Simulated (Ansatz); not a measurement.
# Phonons of La3InB (Pm-3m) against volume, part 2 of 2

Aim: how the phonons of La3InB (Pm-3m) shift with volume, and the thermal expansion that follows.

Ansatz 0.2.0; DFT PBEsol, scalar-relativistic, plane waves, PAW; PAW set soft_1.

So far, highest frequency on the path or at a solved wavevector (cm⁻¹): step 2 (phonons on a q mesh) 410; step 4 (phonons at the other volume, volume ratio 0.97) 422.

## 5. Relaxing at another volume, volume ratio 1.03

The volume is scaled by 1.03 and held; symmetry leaves nothing to relax, so this is a single point. The modes can then be followed against volume.

The input, input.yaml:

```yaml
crystal:
  lattice:
    - [5.2992354312, 0.0, 0.0]
    - [0.0, 5.2992354312, 0.0]
    - [0.0, 0.0, 5.2992354312]
  atoms:
    - { symbol: La, position: [0.5, 0.0, 0.5] }
    - { symbol: La, position: [0.5, 0.5, 0.0] }
    - { symbol: La, position: [0.0, 0.5, 0.5] }
    - { symbol: In, position: [0.0, 0.0, 0.0] }
    - { symbol: B, position: [0.5, 0.5, 0.5] }
kpoints:
  mp_grid: { grid: [8, 8, 8] }
hamiltonian:
  xc: pbesol
  pseudopotentials: { kind: paw, azcp: { folder: soft_1 }, xc_functional: pbe }
scf:
  occupations: { method: methfessel_paxton, width: 0.2 }
output:
  forces: true
  stress: true
  eigenvalues: true
```

Started as:

```bash
$ ansatz run input.yaml --threads 4 --pin off --max-ram 10240MiB --backend cpu --events-out ev --progress --plain --runs-dir out
```

Numbers of over 12 decimals in the logs are rounded to 6 here.

The log of the run:

```text
[...]
Crystal: 5 atoms, lattice volume = 148.813 Å³
Basis set: ecut = 420 eV, 2945 PW (Γ), exchange–correlation on 72×72×72 points (8 copies of the dense FFT grid, shifted against one another)
Bands: 30, of which v1, the nominal top of the filled ones, is band 25 counted from 1 (24 counted from 0)
Symmetry: 48 space group operations
[...]
k-points: 35 of 512
[...]
k-point 0: bands = [... 21 lower, 9.4469, 9.4469, 9.4469, 10.6471, 10.6471, 10.6471, 10.8675, 10.8675, ... 1 higher]
  k-point 1: bands = [... 21 lower, 9.4500, 9.4807, 9.5306, 10.3583, 10.5639, 10.5639, 10.7238, 10.9227, ... 1 higher]
  k-point 2: bands = [... 21 lower, 9.4586, 9.5704, 9.5729, 9.8992, 10.3447, 10.3447, 10.7888, 11.1441, ... 1 higher]
  k-point 34: bands = [... 21 lower, 7.3404, 10.1681, 10.1681, 10.1681, 11.3842, 11.3842, 11.3842, 11.5387, ... 1 higher]
[key lines of the parts left out:]
SCF converged after 9 iterations
Free energy (F): -24163.241474 eV
Fermi energy:    9.740335 eV
P = ⅓ Tr σ = -1.3565 GPa (-13.565 kbar)
```

It took 2.2 s on 4 threads of AMD EPYC 9B14 (Zen 4), shared host; peak memory 0.61 GiB.

This step gave:

| Quantity | Value |
| --- | --- |
| pressure | -1.357 GPa |
| volume per atom | 29.76 Å³ |

The run ends at a pressure of -1.36 GPa.

## 6. Phonons at the other volume, volume ratio 1.03

The phonons are repeated at this volume on the same k and q meshes.

input.yaml: that of step 5 with these lines changed.

```diff
@@ -19,4 +19,11 @@
 output:
-  forces: true
-  stress: true
   eigenvalues: true
+phonons:
+  method: dfpt
+  qmesh: [2, 2, 2]
+  temperatures: { t_max: 1000, t_step: 50 }
+  qpath:
+    path:
+      - [[0.0, 0.0, 0.0], [0.0, 0.5, 0.0], [0.5, 0.5, 0.0], [0.0, 0.0, 0.0], [0.5, 0.5, 0.5], [0.0, 0.5, 0.0]]
+      - [[0.5, 0.5, 0.5], [0.5, 0.5, 0.0]]
+    npoints: 10
```

The log of the run:

```text
[...]
Crystal: 5 atoms, lattice volume = 148.813 Å³
Basis set: ecut = 420 eV, 2945 PW (Γ), exchange–correlation on 72×72×72 points (8 copies of the dense FFT grid, shifted against one another)
Bands: 30, of which v1, the nominal top of the filled ones, is band 25 counted from 1 (24 counted from 0)
Symmetry: 48 space group operations
k-points: 35 of 512
[...]
k-point 34: bands = [... 21 lower, 7.3404, 10.1681, 10.1681, 10.1681, 11.3842, 11.3842, 11.3842, 11.5387, ... 6 higher]
[...]
ASR residual: 3.755e-5 → 0.000e0 eV/Å²; symmetrization residual: 2.153e-6 eV/Å²
  ASR residual per site (eV/Å²): 3.10e-5 3.10e-5 3.10e-5 3.75e-5 2.42e-5
[...]
--- Phonons (arbitrary-q DFPT): 4 irreducible q on the 2×2×2 mesh ---
[...]
interpolated dispersion: 62 rows × 15 modes
[...]
[key lines of the parts left out:]
SCF converged after 12 iterations
Free energy (F): -24163.241474 eV
Fermi energy:    9.740352 eV
```

The job ended after 4.8 min (4 threads; peak memory 2.2 GiB).

This step gave:

- sum-rule residual before enforcement: 3.75e-5 eV/Å²
- lowest frequency on the path: -96.87 cm⁻¹
- highest frequency on the path or at a solved wavevector: 398.9 cm⁻¹
- highest optical mode at the zone centre (no LO-TO term): 147.6 cm⁻¹
- lowest optical zone-centre mode: -96.87 cm⁻¹
- lowest mode on the q mesh (acoustic modes at Γ apart): -96.87 cm⁻¹

Frequencies (cm⁻¹) solved at each irreducible wavevector; negative means imaginary. Frequencies by wavevector, by row:

| q in reciprocal lattice units | star | mode 1 | mode 2 | mode 3 | mode 4 | mode 13 | mode 14 | mode 15 |
| --- | --- | --- | --- | --- | --- | --- | --- | --- |
| 0 0 0 | 1 | -96.9 | -96.9 | -96.9 | -53.7 | 147.6 | 147.6 | 147.6 |
| 0 0 -0.5 | 3 | 5.4 | 5.4 | 35 | 42.8 | 289.9 | 289.9 | 323.9 |
| 0 -0.5 -0.5 | 3 | 17 | 52.5 | 52.5 | 61.6 | 330.1 | 354.6 | 354.6 |
| -0.5 -0.5 -0.5 | 1 | -8 | -8 | -8 | 48.3 | 398.9 | 398.9 | 398.9 |

The highest optical mode at the zone centre (no LO-TO term) is 147.6 cm⁻¹, -14.4 cm⁻¹ against the base run.

## 7. Grüneisen parameters

The Grüneisen parameter of a mode is minus the logarithmic change of its frequency with volume, −d ln ω / d ln V; weighted by heat capacity it gives the expansion.

This step gave:

- bulk modulus: 48.4 GPa

The phonon branches at the labelled points (cm⁻¹):

| point | branch 1 | branch 2 | branch 3 | branch 4 | branch 12 | branch 13 | branch 14 | branch 15 |
| --- | --- | --- | --- | --- | --- | --- | --- | --- |
| Γ | -118 | -118 | -118 | -60 | 67 | 162 | 162 | 162 |
| X | -13 | -13 | 37 | 42 | 143 | 305 | 305 | 330 |
| M | 18 | 54 | 54 | 62 | 145 | 350 | 362 | 362 |
| Γ | -118 | -118 | -118 | -60 | 67 | 162 | 162 | 162 |
| R | -4 | -4 | -4 | 54 | 166 | 410 | 410 | 410 |
| X | -13 | -13 | 37 | 42 | 143 | 305 | 305 | 330 |
| jump to R | -4 | -4 | -4 | 54 | 166 | 410 | 410 | 410 |
| M | 18 | 54 | 54 | 62 | 145 | 350 | 362 | 362 |

The same for volume x 0.97:

| point | branch 1 | branch 2 | branch 3 | branch 4 | branch 12 | branch 13 | branch 14 | branch 15 |
| --- | --- | --- | --- | --- | --- | --- | --- | --- |
| Γ | -135 | -135 | -135 | -66 | 72 | 178 | 178 | 178 |
| X | -22 | -22 | 40 | 41 | 149 | 321 | 321 | 336 |
| M | 20 | 55 | 55 | 62 | 150 | 369 | 369 | 369 |
| Γ | -135 | -135 | -135 | -66 | 72 | 178 | 178 | 178 |
| R | 7 | 7 | 7 | 59 | 172 | 422 | 422 | 422 |
| X | -22 | -22 | 40 | 41 | 149 | 321 | 321 | 336 |
| R | 7 | 7 | 7 | 59 | 172 | 422 | 422 | 422 |
| M | 20 | 55 | 55 | 62 | 150 | 369 | 369 | 369 |

The same for volume x 1.03:

| point | branch 1 | branch 2 | branch 3 | branch 4 | branch 12 | branch 13 | branch 14 | branch 15 |
| --- | --- | --- | --- | --- | --- | --- | --- | --- |
| Γ | -97 | -97 | -97 | -54 | 62 | 148 | 148 | 148 |
| X | 5 | 5 | 35 | 43 | 137 | 290 | 290 | 324 |
| M | 17 | 52 | 52 | 62 | 140 | 330 | 355 | 355 |
| Γ | -97 | -97 | -97 | -54 | 62 | 148 | 148 | 148 |
| R | -8 | -8 | -8 | 48 | 161 | 399 | 399 | 399 |
| X | 5 | 5 | 35 | 43 | 137 | 290 | 290 | 324 |
| R | -8 | -8 | -8 | 48 | 161 | 399 | 399 | 399 |
| M | 17 | 52 | 52 | 62 | 140 | 330 | 355 | 355 |

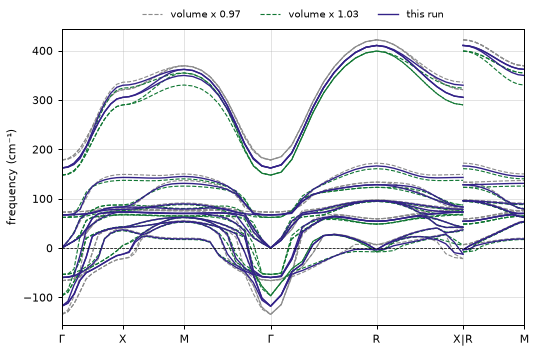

Phonon branches along the path; dashed: volume x 0.97 and volume x 1.03.

## 8. Summary of results

| Quantity | Value |
| --- | --- |
| bulk modulus | 48.4 GPa |

No expansion is given, because modes are imaginary at one volume or more. The highest optical mode at Γ goes from 178 to 148 cm⁻¹ as the cell grows, a Grüneisen parameter of 3.14. Branches are matched by rank, so values near crossings are rough. With no gap, or one that is small against the smearing, the frequencies hang on the k mesh and the smearing, most of all near Kohn anomalies. The phonon runs are without spin polarisation, although the cell has an odd electron count. Spin-orbit coupling is left out, which can matter for the heavy elements here. The PAW files were made for PBE and serve the other functionals too.

[Logs are printed without paths, hosts, clocks, repeated set-up lines and the standing remarks that a program may print on its own settings, such as how far it seeks lower states.]

[Hosts, paths, dates, database ids (printed as entryN), source tags and the programs' standing remarks are cut or masked in the printed files.]
